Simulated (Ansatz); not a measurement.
Consider ClF2Si2Zn (SMILES F[Si]1(F)[Zn][Si+]1Cl) (charge +1).

```yaml
atoms:
  - { symbol: Cl, position_ang: [4.4705, -0.0388, 0.6683] }
  - { symbol: F, position_ang: [0.9309, 1.0593, 1.7176] }
  - { symbol: F, position_ang: [-0.0917, 1.2134, -0.6748] }
  - { symbol: Si, position_ang: [1.2595, 1.0437, 0.1587] }
  - { symbol: Si, position_ang: [3.2320, 0.2388, -0.9605] }
  - { symbol: Zn, position_ang: [3.0629, 2.6863, -1.1494] }
```

Geometry: r2SCAN-D4/def2-SVP.

Level of theory: isolated molecule in a Gaussian basis; Kohn-Sham density functional theory, functional PBE0 (Ansatz 0.2.0).

> Predict the electron density and electron localisation function between the atoms.

Si–F (1.60 Å): ρ at the midpoint is about 1.1 e/Å³; the ELF peaks at about 0.85 in the valence shell of F, 0.6 Å from its nucleus, and is about 0.50 at the midpoint.
Si–Si (2.41 Å): ρ at the midpoint is about 0.53 e/Å³; the ELF peaks at about 0.95 between the atoms, as expected for a covalent bond.

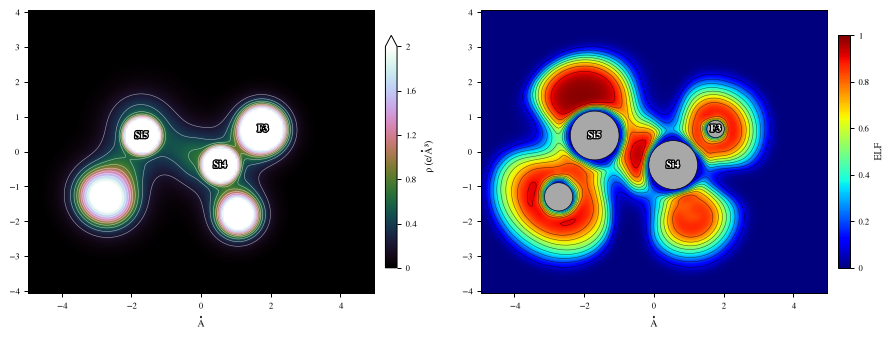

Computed electron density and electron localisation function on the plane of atoms F3, Si4 and Si5, in this order. Grey discs cover the atomic cores in the ELF map. 
